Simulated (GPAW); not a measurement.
# KF (Carobbiite): G0W0 with GPAW, start to end

Aim: the G0W0 gap of KF (Carobbiite) on PBE, step by step.

Calculated with GPAW 26.7.0; PBE and many-body steps on it, plane waves.

**1. The starting structure**

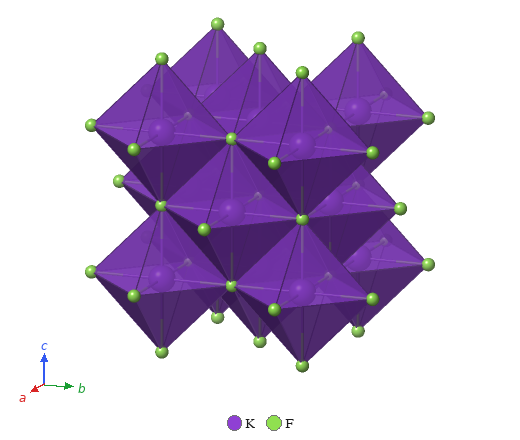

The starting structure, seen slightly off an axis (potassium purple, fluorine green). This picture shows the conventional cell, with its axes. Some periodic images of atoms are drawn too.

As a file:

```cif
data_structure
_symmetry_space_group_name_H-M 'Fm-3m'
_symmetry_Int_Tables_number 225
_cell_length_a 5.3437
_cell_length_b 5.3437
_cell_length_c 5.3437
_cell_angle_alpha 90.000
_cell_angle_beta 90.000
_cell_angle_gamma 90.000
_cell_volume 152.59
loop_
_atom_site_label
_atom_site_type_symbol
_atom_site_symmetry_multiplicity
_atom_site_Wyckoff_symbol
_atom_site_fract_x
_atom_site_fract_y
_atom_site_fract_z
_atom_site_occupancy
K1 K 4 a 0.00000 0.00000 0.00000 1
F1 F 4 b 0.50000 0.00000 0.00000 1
```

The cell and positions come from the Crystallography Open Database and are kept as given unless a step says otherwise.

**2. Ground state**

This step: GPAW 26.7.0; DFT, PBE, plane waves, PAW.

The ground-state density comes first.

The input, run.py:

```python
import json
import numpy as np
from gpaw.mpi import world
from ase import Atoms
from gpaw import GPAW, PW, FermiDirac

atoms = Atoms(['K', 'F'],
    cell=[[0.0000000000, 2.6718500000, 2.6718500000],
      [2.6718500000, 0.0000000000, 2.6718500000],
      [2.6718500000, 2.6718500000, 0.0000000000]],
    scaled_positions=[[0.0000000000, 0.0000000000, 0.0000000000],
      [0.5000000000, 0.5000000000, 0.5000000000]],
    pbc=(True, True, True))
calc = GPAW(mode=PW(600),
    xc='PBE',
    kpts={'size': (8, 8, 8), 'gamma': True},
    occupations=FermiDirac(0.001),
    nbands=-7,
    convergence={'density': 1e-6, 'bands': -3},
    maxiter=100,
    txt='gs.txt')
atoms.calc = calc
res = {'energy': atoms.get_potential_energy()}
kpts = calc.get_ibz_k_points()
res['kpts'] = kpts
res['eigenvalues'] = [calc.get_eigenvalues(kpt=k) for k in range(len(kpts))]
res['n_electrons'] = calc.get_number_of_electrons()
calc.write('gs.gpw')

if world.rank == 0:
    with open('result.json', 'w') as f:
        json.dump(res, f, default=lambda x: x.tolist())
```

On the command line:

```console
> mpirun -n 4 gpaw python run.py
```

What it wrote:

```text
__  _  _
 | _ |_)|_||  |
 |__||  | ||/\| - 26.7.0

Input parameters:
  mode=PW(ecut=600.0),
  convergence={'density': 1e-06, 'bands': -3},
  kpts=MonkhorstPack(size=(8, 8, 8), gamma=True),
  maxiter=100,
  nbands=-7,
  occupations=Occupations(name='fermi-dirac', width=0.001, fixmagmom=False),
  xc=XC(name='PBE')
  [... matrices ...]
Diagonalizing LCAO Hamiltonian
Converting LCAO to pw mode

               F

       K

Atoms  # Å, Bohr magnetons
|   | symbol |        x |        y |        z |    initial magnetic moments |
| 0 |      K | 0.000000 | 0.000000 | 0.000000 | ( 0.0000,  0.0000,  0.0000) |
| 1 |      F | 2.671850 | 2.671850 | 2.671850 | ( 0.0000,  0.0000,  0.0000) |

Unit cell  # Å
| periodic |        x |        y |        z |  lengths |    angles |
|      yes | 0.000000 | 2.671850 | 2.671850 | 3.778567 | 60.000000 |
|      yes | 2.671850 | 0.000000 | 2.671850 | 3.778567 | 60.000000 |
|      yes | 2.671850 | 2.671850 | 0.000000 | 3.778567 | 60.000000 |

Number of symmetries: 48
Symmetry operations  # r_c * U_cc + t_c -> r_c
|    | kind |            matrix            |
|  0 |  σ   |  1, 0, 0,  1, 0,-1,  1,-1, 0 |
|  1 |  C2  |  1, 0, 0,  1,-1, 0,  1, 0,-1 |
|  2 |  E   |  1, 0, 0,  0, 1, 0,  0, 0, 1 |
|  3 |  σ   |  1, 0, 0,  0, 0, 1,  0, 1, 0 |
|  4 |  C4  |  1, 0,-1,  1, 0, 0,  1,-1, 0 |
|  5 |  S6  |  1, 0,-1,  1,-1, 0,  1, 0, 0 |
|  6 |  σ   |  1, 0,-1,  0, 1,-1,  0, 0,-1 |
|  7 |  C3  |  1, 0,-1,  0, 0,-1,  0, 1,-1 |
|  8 |  S6  |  1,-1, 0,  1, 0, 0,  1, 0,-1 |
|  9 |  C4  |  1,-1, 0,  1, 0,-1,  1, 0, 0 |
| 10 |  C3  |  1,-1, 0,  0,-1, 1,  0,-1, 0 |
| 11 |  σ   |  1,-1, 0,  0,-1, 0,  0,-1, 1 |
| 12 |  σ   |  0, 1, 0,  1, 0, 0,  0, 0, 1 |
| 13 |  C4  |  0, 1, 0,  0, 1,-1, -1, 1, 0 |
| 14 |  C3  |  0, 1, 0,  0, 0, 1,  1, 0, 0 |
| 15 |  S6  |  0, 1, 0, -1, 1, 0,  0, 1,-1 |
| 16 |  C2  |  0, 1,-1,  1, 0,-1,  0, 0,-1 |
| 17 |  σ   |  0, 1,-1,  0, 1, 0, -1, 1, 0 |
| 18 |  S4  |  0, 1,-1,  0, 0,-1,  1, 0,-1 |
| 19 |  C4  |  0, 1,-1, -1, 1, 0,  0, 1, 0 |
| 20 |  C3  |  0, 0, 1,  1, 0, 0,  0, 1, 0 |
| 21 |  σ   |  0, 0, 1,  0, 1, 0,  1, 0, 0 |
| 22 |  S6  |  0, 0, 1,  0,-1, 1, -1, 0, 1 |
| 23 |  C4  |  0, 0, 1, -1, 0, 1,  0,-1, 1 |
| 24 |  S4  |  0, 0,-1,  1, 0,-1,  0, 1,-1 |
| 25 |  C3  |  0, 0,-1,  0, 1,-1,  1, 0,-1 |
| 26 |  C2  |  0, 0,-1,  0,-1, 0, -1, 0, 0 |
| 27 |  S6  |  0, 0,-1, -1, 0, 0,  0,-1, 0 |
| 28 |  S4  |  0,-1, 1,  1,-1, 0,  0,-1, 0 |
| 29 |  C4  |  0,-1, 1,  0, 0, 1, -1, 0, 1 |
| 30 |  C2  |  0,-1, 1,  0,-1, 0,  1,-1, 0 |
| 31 |  σ   |  0,-1, 1, -1, 0, 1,  0, 0, 1 |
| 32 |  C3  |  0,-1, 0,  1,-1, 0,  0,-1, 1 |
| 33 |  S6  |  0,-1, 0,  0, 0,-1, -1, 0, 0 |
| 34 |  S4  |  0,-1, 0,  0,-1, 1,  1,-1, 0 |
| 35 |  C2  |  0,-1, 0, -1, 0, 0,  0, 0,-1 |
| 36 |  C2  | -1, 1, 0,  0, 1, 0,  0, 1,-1 |
| 37 |  S6  | -1, 1, 0,  0, 1,-1,  0, 1, 0 |
| 38 |  S4  | -1, 1, 0, -1, 0, 1, -1, 0, 0 |
| 39 |  C3  | -1, 1, 0, -1, 0, 0, -1, 0, 1 |
| 40 |  S6  | -1, 0, 1,  0, 0, 1,  0,-1, 1 |
| 41 |  C2  | -1, 0, 1,  0,-1, 1,  0, 0, 1 |
| 42 |  C3  | -1, 0, 1, -1, 1, 0, -1, 0, 0 |
| 43 |  S4  | -1, 0, 1, -1, 0, 0, -1, 1, 0 |
| 44 |  C2  | -1, 0, 0,  0, 0,-1,  0,-1, 0 |
| 45 |  i   | -1, 0, 0,  0,-1, 0,  0, 0,-1 |
| 46 |  σ   | -1, 0, 0, -1, 1, 0, -1, 0, 1 |
| 47 |  C2  | -1, 0, 0, -1, 0, 1, -1, 1, 0 |

BZ-sampling:
  Number of BZ points: 512
  Number of IBZ points: 29

  Monkhorst-Pack size: [8, 8, 8]
  Monkhorst-Pack shift: [0.0625, 0.0625, 0.0625]

K-points  # in reciprocal-cell coordinates
|     |                                coordinates |     weight |
|   0 | (  0.00000000,   0.00000000,   0.00000000) | 0.00195312 |
|   1 | (  0.12500000,   0.12500000,   0.00000000) | 0.01171875 |
|   2 | (  0.12500000,   0.12500000,   0.12500000) | 0.01562500 |
|   3 | (  0.25000000,   0.12500000,   0.12500000) | 0.02343750 |
|   4 | (  0.25000000,   0.25000000,   0.00000000) | 0.01171875 |
|   5 | (  0.25000000,   0.25000000,   0.12500000) | 0.04687500 |
|   6 | (  0.25000000,   0.25000000,   0.25000000) | 0.01562500 |
|   7 | (  0.37500000,   0.25000000,  -0.37500000) | 0.04687500 |
|   8 | (  0.37500000,   0.25000000,   0.12500000) | 0.04687500 |
|   9 | (  0.37500000,   0.25000000,   0.25000000) | 0.04687500 |
| ... |                                            |            |
|  28 | (  0.50000000,   0.50000000,   0.50000000) | 0.00781250 |

Plane wave coefficients: 1287
Cutoff: 600.0 eV

Spin-components: 1 (collinear spins)
Bands:           15
Projectors:      10
Spin-degeneracy: 2
Datatype:        complex128

  Storage: CPU
  Wave functions: 8_651_280 bytes (2_162_820 per core)
  Projectors: 12_111_792 bytes (3_027_948 per core)
  [... matrices ...]
Parallelization:
  kpt:    4
  domain: 1
  band:   1

Density:
  Valence electrons: 16.0
  Components: 1
  Grid points: [24 24 24]
  Charge: 0.0  # |e|

Potential:
  Grid points: [24 24 24]

species:
  K:
    name:    Potassium
    Z:       19.0
    valence: 9
    core:    10
    charge:  0.0  # [|e|]
    compensation charges:
      type: gauss
      rc: 0.35  # [Å]
      lmax: 2
    cutoffs:
      filter: 1.91  # [Å]
      core: 1.27  # [Å]
    projectors
    | kind |    occ | energy [eV] | rcut [Å] |
    |   3s |  2.000 |     -35.338 |    1.122 |
    |   4s |  1.000 |      -2.319 |    1.122 |
    |   3p |  6.000 |     -18.813 |    1.106 |
    |    p |        |       8.398 |    1.106 |
    |    d |        |       0.000 |    0.937 |

    Using partial waves for K as LCAO basis

  F:
    name:    Fluorine
    Z:       9.0
    valence: 7
    core:    2
    charge:  0.0  # [|e|]
    compensation charges:
      type: gauss
      rc: 0.20  # [Å]
      lmax: 2
    cutoffs:
      filter: 1.14  # [Å]
      core: 0.74  # [Å]
    projectors
    | kind |    occ | energy [eV] | rcut [Å] |
    |   2s |  2.000 |     -29.898 |    0.635 |
    |   2p |  5.000 |     -11.110 |    0.635 |
    |    s |        |      -2.687 |    0.635 |
    |    p |        |      16.102 |    0.635 |
    |    d |        |       0.000 |    0.635 |

    Using partial waves for F as LCAO basis

Reference energy: -19096.334004  # eV

eigensolver:
  PPCG
  Converge bands: -3
  niter=2

density mixing:
  MSR1-Mixer
  Pratt-step length: 0.05
  Maximum mixing coefficient: 0.75
  Old densities: 10
  SVD Regularization: 0.005
  Good broyden scale: 1.0
  Trust region scale: 1.0
  Backstep threshold: 4.0
  History deletion threshold: 6.0
  Fourier metric: weight=20.0, sigma=0.015

occupation numbers:
  Fermi-Dirac:
    width: 0.0010  # eV

poisson solver:
  ecut: 4800.0  # eV

xc functional:
  name: PBE with 2 nearest neighbor stencil

Initialization done in: 2.284 s

convergence criteria:
- Maximum integral of absolute [dens]ity change: 1e-06 electrons / valence electron
- Maximum [total energy] change in last 3 cyles: 0.0005 eV / valence electron
- Maximum integral of absolute [eigenst]ate change: 4e-08 eV^2 / valence electron
maximum number of iterations: 100

SCF iterations
|iter     |     time |      energy | eigst |  dens |
|iter:   1|  |   -9.093235 | +2.41 |       |
|iter:   2|  |   -8.913417 | +1.01 | -1.17 |
|iter:   3|  |   -8.391372 | +0.06 | -1.21 |
|iter:   4|  |   -8.388634 | -1.09 | -1.53 |
|iter:   5|  |   -8.394802c| -1.59 | -1.80 |
|iter:   6|  |   -8.395294c| -3.17 | -2.50 |
|iter:   7|  |   -8.395348c| -4.05 | -3.16 |
|iter:   8|  |   -8.395356c| -4.78 | -3.63 |
|iter:   9|  |   -8.395356c| -5.87 | -4.86 |
|iter:  10|  |   -8.395356c| -6.52 | -5.18 |
|iter:  11|  |   -8.395356c| -7.06 | -6.42c|
|iter:  12|  |   -8.395356c| -7.65c| -7.03c|

Converged in 12 steps
SCF loop duration: 4.351 s (0.363 s/step)
Energy contributions relative to reference atoms: (reference = -19096.334004)
  [... matrices ...]
Energy contributions:
  Kinetic:           7.045445
  Coulomb:          -5.612990
  Zero:             -0.449763
  External:          0.000000
  Xc:               -9.378047
  Entropy:          -0.000000
  Spinorbit:         0.000000
  ----------------------------
  Free energy:      -8.395356
  Extrapolated:     -8.395356

dipole moment: (-19.464443, -19.464443, -19.464443)  # |e|*Ang

Fermi level: 1.443
Eigenvalues  # (at kpt = [0.000, 0.000, 0.000])
| band index |      eig [eV] | occ [0-2] |
|          0 |       -26.447 |     2.000 |
|          1 |       -19.021 |     2.000 |
|          2 |        -9.732 |     2.000 |
|          3 |        -9.732 |     2.000 |
|          4 |        -9.732 |     2.000 |
|          5 |        -0.351 |     2.000 |
|          6 |        -0.351 |     2.000 |
|          7 |        -0.351 |     2.000 |
|          8 |         5.830 |     0.000 |
|          9 |        10.304 |     0.000 |
|         10 |        10.304 |     0.000 |
|         11 |        10.304 |     0.000 |
|         12 |        11.909 |     0.000 |
|         13 |        11.909 |     0.000 |
|         14 |        16.538 |     0.000 |

Gap: 6.182 eV
Transition (v -> c):
  (s=0, k=0, n=7, [0.00, 0.00, 0.00]) -> (s=0, k=0, n=8, [0.00, 0.00, 0.00])
No difference between direct/indirect transitions
# Writing to gs.gpw (mode='')
  [... matrices ...]
```

Wall time 8.7 s (4 MPI ranks of Intel Xeon Platinum 8375C at 2.90GHz (Ice Lake), shared host); peak memory 0.66 GiB.

Numbers from this step:

```
total energy               : -8.395 eV
gap                        : 6.182 eV
k of the valence top       : 0, 0, 0
k of the conduction bottom : 0, 0, 0
least direct gap           : 6.182 eV
```

The gap is direct, at Γ.

**3. Bands along the symmetry lines**

The cheap functional maps the bands first; the places of the edges decide which points the dearer methods must see.

The input, run.py:

```python
import json
import numpy as np
from gpaw.mpi import world
from gpaw import GPAW

path = [[0.000000, 0.000000, 0.000000],
    [0.062500, 0.000000, 0.062500],
    [0.125000, 0.000000, 0.125000],
    [0.187500, 0.000000, 0.187500],
    [0.250000, 0.000000, 0.250000],
    [0.312500, 0.000000, 0.312500],
    [0.375000, 0.000000, 0.375000],
    [0.437500, 0.000000, 0.437500],
    [0.500000, 0.000000, 0.500000],
    [0.515625, 0.031250, 0.515625],
    [0.531250, 0.062500, 0.531250],
    [0.546875, 0.093750, 0.546875],
    [0.562500, 0.125000, 0.562500],
    [0.578125, 0.156250, 0.578125],
    [0.593750, 0.187500, 0.593750],
    [0.609375, 0.218750, 0.609375],
    [0.625000, 0.250000, 0.625000],
    [0.375000, 0.375000, 0.750000],
    [0.328125, 0.328125, 0.656250],
    [0.281250, 0.281250, 0.562500],
    [0.234375, 0.234375, 0.468750],
    [0.187500, 0.187500, 0.375000],
    [0.140625, 0.140625, 0.281250],
    [0.093750, 0.093750, 0.187500],
    [0.046875, 0.046875, 0.093750],
    [0.000000, 0.000000, 0.000000],
    [0.062500, 0.062500, 0.062500],
    [0.125000, 0.125000, 0.125000],
    [0.187500, 0.187500, 0.187500],
    [0.250000, 0.250000, 0.250000],
    [0.312500, 0.312500, 0.312500],
    [0.375000, 0.375000, 0.375000],
    [0.437500, 0.437500, 0.437500],
    [0.500000, 0.500000, 0.500000],
    [0.500000, 0.468750, 0.531250],
    [0.500000, 0.437500, 0.562500],
    [0.500000, 0.406250, 0.593750],
    [0.500000, 0.375000, 0.625000],
    [0.500000, 0.343750, 0.656250],
    [0.500000, 0.312500, 0.687500],
    [0.500000, 0.281250, 0.718750],
    [0.500000, 0.250000, 0.750000],
    [0.500000, 0.218750, 0.718750],
    [0.500000, 0.187500, 0.687500],
    [0.500000, 0.156250, 0.656250],
    [0.500000, 0.125000, 0.625000],
    [0.500000, 0.093750, 0.593750],
    [0.500000, 0.062500, 0.562500],
    [0.500000, 0.031250, 0.531250],
    [0.500000, 0.000000, 0.500000]]
calc = GPAW('gs.gpw').fixed_density(kpts=path,
    symmetry='off',
    nbands=18,
    convergence={'bands': 14},
    txt='bands.txt')
res = {}
kpts = calc.get_ibz_k_points()
res['kpts'] = kpts
res['eigenvalues'] = [calc.get_eigenvalues(kpt=k) for k in range(len(kpts))]
res['n_electrons'] = calc.get_number_of_electrons()

if world.rank == 0:
    with open('result.json', 'w') as f:
        json.dump(res, f, default=lambda x: x.tolist())
```

On the command line:

```console
> mpirun -n 4 gpaw python run.py
```

What it wrote:

```text
Diagonalizing LCAO Hamiltonian
Converting LCAO to pw mode
convergence criteria:
- Maximum integral of absolute [eigenst]ate change: 4e-08 eV^2 / valence electron
maximum number of iterations: 100

SCF iterations
|iter     |     time |      energy | eigst |  dens |
|iter:   1|  |             | +2.67 |       |
|iter:   2|  |             | +1.68 |       |
|iter:   3|  |             | +0.32 |       |
|iter:   4|  |             | -1.38 |       |
|iter:   5|  |             | -3.09 |       |
|iter:   6|  |             | -4.77 |       |
|iter:   7|  |             | -6.40 |       |
|iter:   8|  |             | -7.65c|       |
SCF steps: 8
  __  _  _
 | _ |_)|_||  |
 |__||  | ||/\| - 26.7.0

Input parameters:
  mode=PW(ecut=600.0),
  convergence={'bands': 14},
  gpts=array([24, 24, 24]),
  kpts=KPoints(kpts=array([[0.      , 0.      , 0.      ],
         [0.0625  , 0.      , 0.0625  ],
         [0.125   , 0.      , 0.125   ],
         [0.1875  , 0.      , 0.1875  ],
[...]
[0.515625, 0.03125 , 0.515625],
[...]
[0.546875, 0.09375 , 0.546875],
[...]
[0.578125, 0.15625 , 0.578125],
[...]
[0.609375, 0.21875 , 0.609375],
[...]
[0.328125, 0.328125, 0.65625 ],
[...]
[0.234375, 0.234375, 0.46875 ],
[...]
[0.140625, 0.140625, 0.28125 ],
[...]
[0.046875, 0.046875, 0.09375 ],
[...]
[0.5     , 0.0625  , 0.5625  ],
         [0.5     , 0.03125 , 0.53125 ],
         [0.5     , 0.      , 0.5     ]])),
  maxiter=100,
  nbands=18,
  occupations=Occupations(name='fermi-dirac', width=0.001, fixmagmom=False),
  parallel={},
  symmetry=Symmetry(point_group=False, time_reversal=False),
  xc=XC(name='PBE')
  [... matrices ...]
timing:  # [seconds]
  Total: 0.039  # ━━━━━━━━━━━━━━━━━━━━━━━━━━━━━━━━━━━━━━━━━━━━━━━━━━━━━━━━━━━
```

Wall time 8 s (4 MPI ranks); peak memory 0.7 GiB; 31 s of CPU time.

This step gave:

```
gap                        : 6.182 eV
k of the valence top       : 0, 0, 0
k of the conduction bottom : 0, 0, 0
least direct gap           : 6.182 eV
```

The gap is 6.182 eV, as in the run before at this level.

The electronic bands at the labelled points (eV, zero at the top of the highest filled band; v1 is the highest filled band, c1 the lowest empty one):

```csv
point,v4,v3,v2,v1,c1,c2,c3,c4
Γ,-9.38,0.00,0.00,0.00,6.18,10.66,10.66,10.66
X,-9.59,-0.21,-0.06,-0.06,8.22,10.30,11.80,13.44
U,-9.53,-0.34,-0.20,-0.19,8.96,10.71,11.04,13.45
jump to K,-9.53,-0.34,-0.20,-0.19,8.96,10.71,11.04,13.45
Γ,-9.38,0.00,0.00,0.00,6.18,10.66,10.66,10.66
L,-9.42,-0.79,-0.34,-0.34,9.08,10.59,12.00,12.00
W,-9.47,-0.40,-0.17,-0.17,9.73,9.73,11.16,13.31
X,-9.59,-0.21,-0.06,-0.06,8.22,10.30,11.80,13.44
```

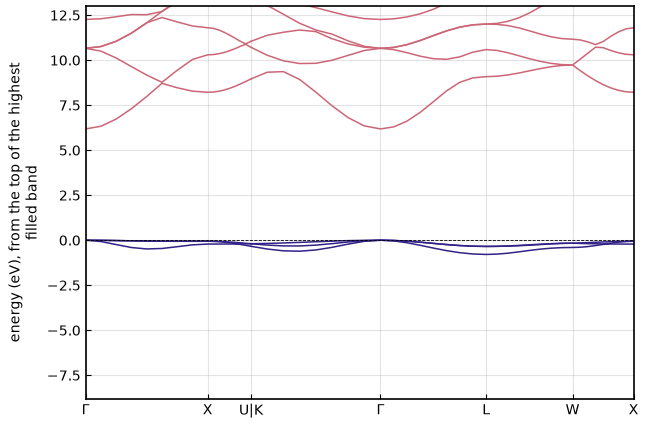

Electronic bands along the path; lines of filled and empty bands in two colours.

**4. Empty states on the mesh, 6×6×6 mesh, 577 bands**

The sums over transitions need many empty states on a uniform mesh; this step solves for them.

The input, run.py:

```python
import json
import numpy as np
from gpaw.mpi import world
from gpaw import GPAW

calc = GPAW('gs.gpw').fixed_density(kpts={'size': (6, 6, 6), 'gamma': True},
    parallel={'domain': 1, 'band': 1},
    txt='nscf.txt')
calc.diagonalize_full_hamiltonian(nbands=577)
calc.write('full.gpw', mode='all')
res = {}
kpts = calc.get_ibz_k_points()
res['kpts'] = kpts
res['eigenvalues'] = [calc.get_eigenvalues(kpt=k) for k in range(len(kpts))]
res['n_electrons'] = calc.get_number_of_electrons()

if world.rank == 0:
    with open('result.json', 'w') as f:
        json.dump(res, f, default=lambda x: x.tolist())
```

On the command line:

```console
> mpirun -n 4 gpaw python run.py
```

What it wrote:

```text
Diagonalizing LCAO Hamiltonian
Converting LCAO to pw mode
convergence criteria:
- Maximum integral of absolute [eigenst]ate change: 4e-08 eV^2 / valence electron
maximum number of iterations: 100

SCF iterations
|iter     |     time |      energy | eigst |  dens |
|iter:   1|  |             | +2.36 |       |
|iter:   2|  |             | +1.43 |       |
|iter:   3|  |             | +0.25 |       |
[...]
|iter:  11|  |             | -6.57 |       |
|iter:  12|  |             | -7.31 |       |
|iter:  13|  |             | -7.82c|       |
SCF steps: 13
  __  _  _
 | _ |_)|_||  |
 |__||  | ||/\| - 26.7.0

Input parameters:
  mode=PW(ecut=600.0),
  convergence={'density': 1e-06, 'bands': -3},
  gpts=array([24, 24, 24]),
  kpts=MonkhorstPack(size=(6, 6, 6), gamma=True),
  maxiter=100,
  nbands=15,
  occupations=Occupations(name='fermi-dirac', width=0.001, fixmagmom=False),
  parallel={'domain': 1, 'band': 1},
  xc=XC(name='PBE')
Matrix size: 1303x1303
# Writing to full.gpw (mode='all')
  [... matrices ...]

timing:  # [seconds]
  Total: 10.276  # ━━━━━━━━━━━━━━━━━━━━━━━━━━━━━━━━━━━━━━━━━━━━━━━━━━━━━━━━━━
```

Elapsed: 17 s, on 4 MPI ranks; peak memory 1.4 GiB.

Numbers from this step:

```
gap                                                           : 6.182 eV
k of the valence top                                          : 0, 0, 0
k of the conduction bottom                                    : 0, 0, 0
least direct gap                                              : 6.182 eV
k points computed                                             : 16
lowest point of the top converged band, above the valence top : 342.3626 eV
```

On this mesh the gap is 6.182 eV.

(Continued in part 2 of 2.)

[Paths, hosts, dates, memory and timing lines, banners, echoed tables and standing remarks are left out of the program output.]

[Logs are printed without paths, hosts, clocks, repeated set-up lines and the standing remarks that a program may print on its own settings, such as how far it seeks lower states.]

[Runs of the session that timed out or met a known fault of the program may be left out.]

[Hosts, paths, dates, database ids (printed as entryN), source tags and the programs' standing remarks are cut or masked in the printed files.]
